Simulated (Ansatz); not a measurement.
**F$_{2}$H$_{4}$OW···HCl: density, localisation and related maps**

Input file:

```
crystal:
  periodic: [false, false, false]
  atoms:
    - { symbol: W, position_ang: [0.0, 0.0, 0.0] }
    - { symbol: H, position_ang: [0.0, 0.0, 2.07] }
    - { symbol: H, position_ang: [1.72, 0.0, 0.0] }
    - { symbol: H, position_ang: [0.0, 1.72, 0.0] }
    - { symbol: O, position_ang: [-1.94, 0.0, 0.0] }
    - { symbol: H, position_ang: [-2.2771, -0.1263, 0.9437] }
    - { symbol: F, position_ang: [0.0, -1.85, 0.0] }
    - { symbol: F, position_ang: [0.0, 0.0, -1.85] }
    - { symbol: Cl, position_ang: [1.7619, -1.8472, 0.8482] }
    - { symbol: H, position_ang: [0.7109, -0.7453, 2.0759] }
basis:
  gaussian: { orbitals: def2-SVP }
hamiltonian:
  xc: pbe
  dispersion: d4
relax:
  f_tol: 0.15
  max_steps: 25
  restrain:
    - { distance: [0, 8], at: 3.59, k: 30.0 }
    - { distance: [9, 1], at: 1.86, k: 30.0 }
    - { distance: [0, 1], at: 1.72, k: 30.0 }
    - { distance: [9, 8], at: 1.37, k: 30.0 }
output:
  orbitals: {}
```

Run with:

```sh
ansatz run input.yaml --threads 4 --pin off --max-ram 5120MiB --backend cpu --events-out ev --progress --plain --runs-dir out
```

The fields are those of the run's last geometry, not of the input's.

Core potentials replace the inner electrons of W; not at a stationary point (largest force 1.0 eV/Å).

The calculation used RKS PBE-D4/def2-SVP (Ansatz 0.2.0).

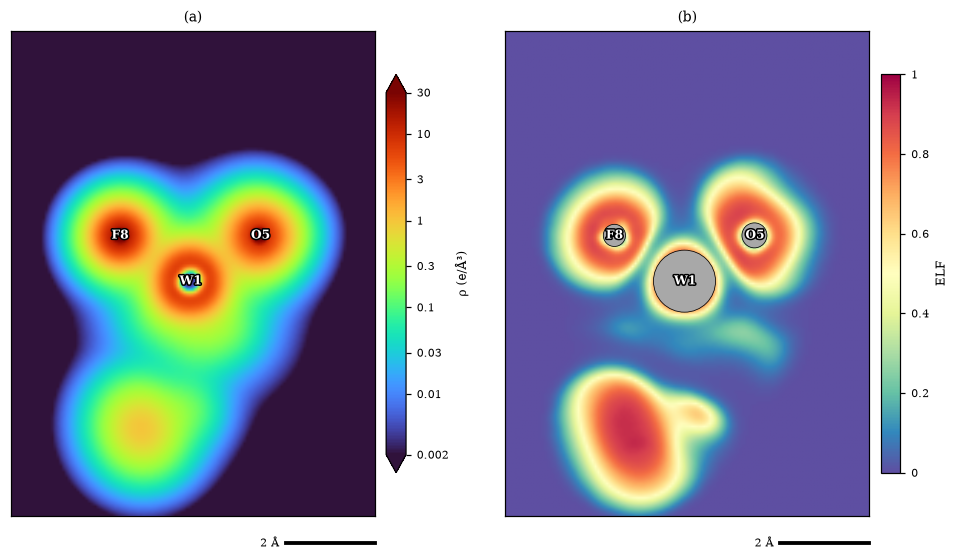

Figure 1. (a) electron density; (b) ELF on the plane of atoms O5, W1 and F8. Grey discs cover the atomic cores in the ELF map.

**Interpret the plot.**

- The plane passes through W, O and F nuclei.
- W–O (1.88 Å): the density is about 1.1 e/Å³ at the midpoint; the ELF peaks at about 0.85 in the valence shell of O, 0.5 Å from its nucleus, and drops to about 0.25 between the two atoms.
- W–F (1.89 Å): ρ is about 1 e/Å³ halfway; the ELF peaks at about 0.85 in the valence shell of F, 0.5 Å from its nucleus, and drops to about 0.25 between the two atoms.
- The ELF also peaks beside Cl9, away from the bonds: lone-pair regions.

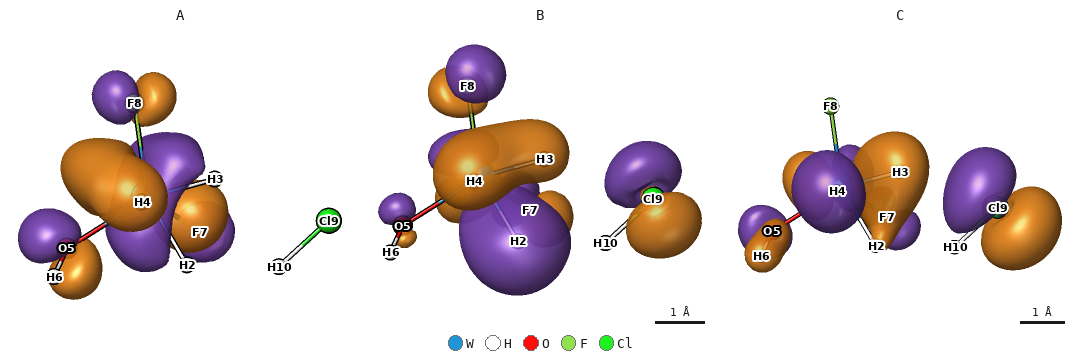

Figure 2. Three frontier orbitals at ±0.1 Å⁻³ᐟ² (orange and purple are the two phases), in no order.

**Order the three orbitals by energy and name them.**

B is the HOMO−1 (−7.06 eV). By Hirshfeld shares it lies mainly on W1 (about 30 %), H2 (about 20 %), Cl9 (about 15 %), F8 (about 10 %), F7 (about 10 %) and H4 (about 10 %). C is the HOMO (−6.64 eV). By Hirshfeld shares it lies mainly on Cl9 (about 35 %), W1 (about 30 %), H4 (about 10 %) and H3 (about 10 %). A is the LUMO (−3.11 eV). Its weight (Hirshfeld) is mainly on W1 (about 65 %), O5 (about 10 %), F7 (about 10 %), F8 (about 10 %) and H4 (about 5 %).

**What is the HOMO–LUMO gap?**

3.53 eV between the orbital energies.

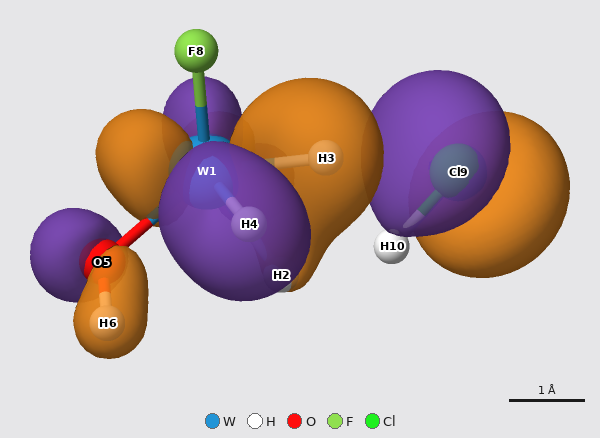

Figure 3. The HOMO at ±0.08 Å⁻³ᐟ² (orange and purple are the two phases), seen at a tilt.

**Where does this orbital lie, and at what energy?**

It lies mainly on Cl9 (about 35 %), W1 (about 30 %), H4 (about 10 %) and H3 (about 10 %). Its energy is −6.64 eV.
